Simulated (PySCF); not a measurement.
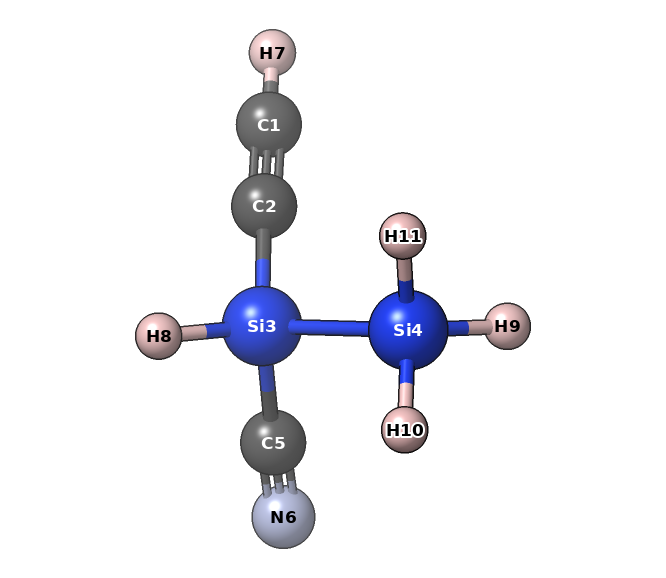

Distant atoms are faded towards the background colour. The computed structure is the end point of a PBE0-D3(BJ)/def2-SVP optimisation. No frequency run is at hand to confirm it as a minimum.

Which atoms or bonds are stereogenic?

Answer. Centres: Si3.

Give the R/S and E/Z labels.

Answer. Si3: S (priorities Si4 > C5 > C2 > H8).

Write the isomeric SMILES.

Answer. C#C[Si@H]([SiH3])C#N
